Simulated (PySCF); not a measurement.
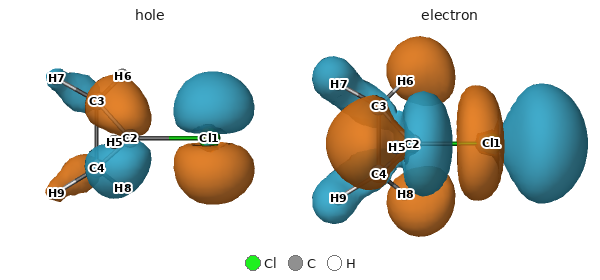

Figure 1: C3H5Cl, SMILES `ClC1CC1`. Leading natural transition orbital pair of S₁ (TDA singlet states); the surfaces enclose about 78 % of each orbital's density.

Level of theory: B3LYP/def2-TZVP (PySCF), at a geometry from GFN2-xTB. No frequency check shows the geometry to be a minimum. GFN2-xTB bond lengths at metals and heavier atoms can be off by up to 0.1 Å and shapes distorted, which carries into these values. Without diffuse functions Rydberg states are missing, so the states' numbers hold for this basis only.

The calculation's input:

```python
import numpy as np
from pyscf import gto, scf, dft, tdscf
from pyscf.scf import atom_ks, atom_hf
from scipy.linalg import block_diag

def solve(mol, dm0=None, hcore=None):
    mf = (dft.UKS if mol.spin else dft.RKS)(mol, xc='b3lyp')
    mf.grids.level = 3
    mf = mf.density_fit(auxbasis='def2-universal-jkfit')
    mf.conv_tol, mf.max_cycle = 1e-8, 80
    if hcore is not None:
        mf.get_hcore = lambda *args: hcore
    mf.kernel(dm0)
    if not mf.converged:
        mf = mf.newton().run(mf.mo_coeff, mf.mo_occ, max_cycle=30)
    assert mf.converged, 'SCF not converged'
    return mf

mol = gto.M(atom='''
Cl    -1.38853     0.00000     0.08971
C      0.24660    -0.00005    -0.55722
C      1.31028     0.75034     0.17485
C      1.31031    -0.75031     0.17487
H      0.23107     0.00001    -1.63764
H      1.03402     1.25363     1.08808
H      2.05133     1.27455    -0.40932
H      1.03408    -1.25359     1.08812
H      2.05139    -1.27451    -0.40928
''', basis='def2-tzvp', charge=0, spin=0, verbose=4)
mf = solve(mol)
td = mf.TDA()
td.nstates, td.singlet, td.conv_tol = 4, True, 1e-5
td.kernel()
td.analyze()
x, y = np.array([p[0] for p in td.xy]), np.array([p[1] + 0 * p[0] for p in td.xy])
f, mu = td.oscillator_strength(), td.transition_dipole()
nto = [td.get_nto(state=i + 1, verbose=4) for i in range(len(td.e))]
# spherically averaged free atoms, for the promolecule
atm = atom_ks.get_atm_nrks(mol, xc='b3lyp')
pro = block_diag(*[(atm[a[0]][2] * atm[a[0]][3]) @ atm[a[0]][2].T for a in mol._atom])
np.savez('result.npz', e=td.e, f=f, ok=td.converged, w=[n[0] for n in nto], nto=[n[1] for n in nto], x=x, y=y, c=mf.mo_coeff, occ=mf.mo_occ, eps=mf.mo_energy, pro=pro, mu=mu)
```

Command:

```sh
OMP_NUM_THREADS=1 python input.py
```

The run took 4.9 min on 1 thread of Arm Neoverse V1, on a shared host, peak memory 0.75 GiB.

Q: Give its energy and the atoms that hole and electron lie on.

A: 6.85 eV (181 nm), f = 0.000 (very weak); the leading pair carries 99 %; hole on Cl1 (56 %), C2 (17 %) and C3 and C4 (10 % each), electron on Cl1 (45 %), C2 (26 %) and C3 and C4 (6 % each); their centroids lie 0.1 Å apart. In canonical orbitals it is mainly HOMO → LUMO (99 %). The HOMO–LUMO gap is 8.15 eV.
